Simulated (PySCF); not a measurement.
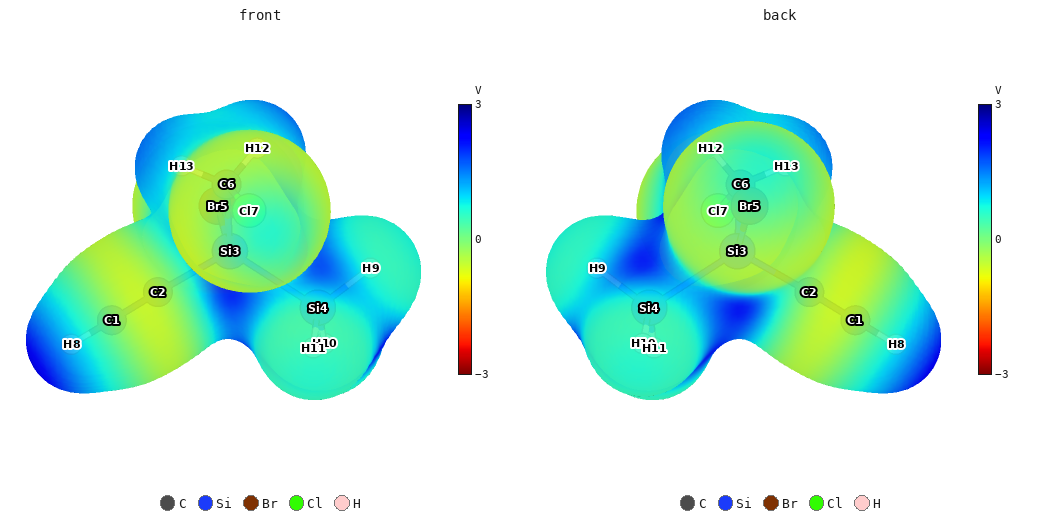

C3H6BrClSi2. The molecular electrostatic potential painted on the density surface at 0.004 e/bohr³, seen from the front and from behind; red is negative and blue positive.

Geometry: GFN2-xTB.

The calculation used CAM-B3LYP/def2-SVPD, SCF density, gas phase (PySCF).

```xyz
13

C     2.7203   -1.1619   -0.5168
C     1.6908   -0.6697   -0.1358
Si    0.0827    0.0254    0.4620
Si   -1.8415   -1.1536   -0.0906
Br    0.4174    0.2156    2.6961
C     0.0670    1.8544   -0.1145
Cl   -0.4893    1.9042   -1.8154
H     3.6263   -1.5783   -0.8531
H    -3.0305   -0.3330    0.1433
H    -1.9148   -2.3509    0.7471
H    -1.7681   -1.5436   -1.4959
H    -0.6171    2.4756    0.4615
H     1.0524    2.3161   -0.0894
```

> Where is the surface potential most negative and most positive?

The most negative region (about −0.6 V, or −14 kcal/mol for a unit charge) lies over C1, C2 and Cl7, the most positive (about +2.3 V, or +53 kcal/mol for a unit charge) over Si3 and H8. Br5 shows a σ-hole: about +0.7 V, or +16 kcal/mol for a unit charge at the tip opposite its bond, against about −0.4 V, or −9 kcal/mol for a unit charge on its flanks. Cl7 shows a σ-hole: about +0.7 V, or +16 kcal/mol for a unit charge at the tip opposite its bond, against about −0.2 V on its flanks.

> How polar is the molecule by this calculation?

Its dipole moment is 0.77 D.
